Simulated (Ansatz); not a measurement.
# AlH3O2···H2: what the fields show

```yaml
atoms:
  - { symbol: Al, position_ang: [0.0672, 0.5137, -0.2521] }
  - { symbol: H, position_ang: [-0.1758, -0.2909, 2.3755] }
  - { symbol: O, position_ang: [1.6039, -0.0708, -0.6854] }
  - { symbol: H, position_ang: [1.7910, -0.8697, -1.1798] }
  - { symbol: H, position_ang: [-1.2911, -0.1611, -0.6685] }
  - { symbol: O, position_ang: [0.0086, 2.0089, 0.6470] }
  - { symbol: H, position_ang: [0.8152, 2.4893, 0.8472] }
  - { symbol: H, position_ang: [-0.1549, 0.3966, 2.1589] }
```

Not at a stationary point (largest force 1.8 eV/Å).

Theory: RKS PBE0-D4/def2-SVP in Ansatz.

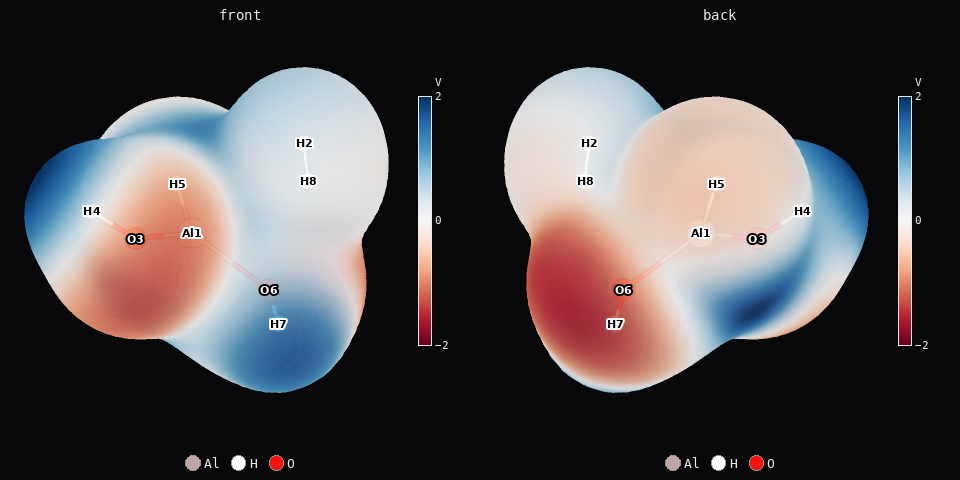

Figure 1. The molecular electrostatic potential painted on the density surface at 0.001 e/bohr³, seen from the front and from behind; the colour scale runs from red (negative) to blue (positive).

Which sites attract a positive test charge, and which a negative one?

A positive charge is drawn to the negative regions and a negative charge to the positive ones. The most negative region (about −1.5 V) lies over O6, the most positive (about +1.9 V) over Al1 and H4. O6 is the likeliest acceptor of a hydrogen bond.

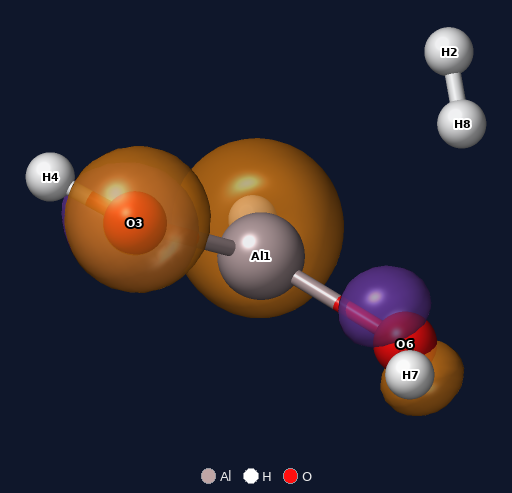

Figure 2. The HOMO−1 at ±0.2 Å⁻³ᐟ² (orange and purple are the two phases), seen at a tilt.

Describe this orbital and give its energy.

By Hirshfeld shares it lies mainly on O3 (about 40 %), H5 (about 30 %), Al1 (about 20 %) and O6 (about 10 %). Its energy is −8.77 eV.

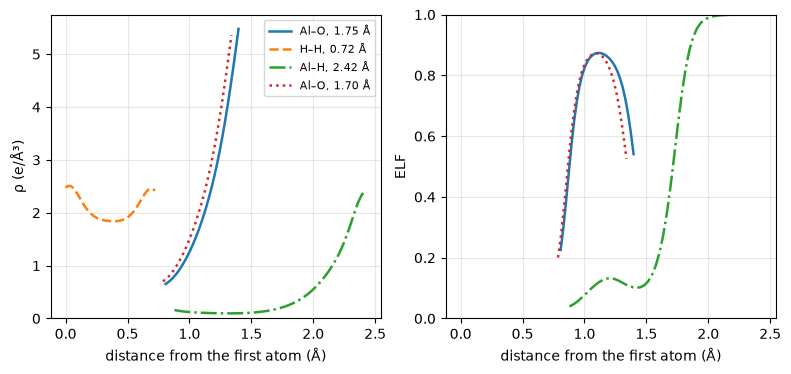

Figure 3. Total electron density and ELF along straight lines between neighbouring atoms. The curves leave out the atomic cores.

Compare the contacts.

Al–O (1.75 Å): ρ is about 0.78 e/Å³ halfway; the ELF peaks at about 0.85 in the valence shell of O, 0.6 Å from its nucleus, and is about 0.50 at the midpoint.
H–H (0.72 Å): ρ at the midpoint is about 1.8 e/Å³; the ELF peaks at about 1 between the atoms: a covalent bond by its length.
Al1···H8 (2.42 Å): the density falls to about 0.1 e/Å³ on the way; the ELF climbs to about 1 towards the hydrogen.
Al–O (1.70 Å): ρ at the midpoint is about 0.84 e/Å³; the ELF peaks at about 0.85 in the valence shell of O, 0.6 Å from its nucleus, and is about 0.45 at the midpoint.
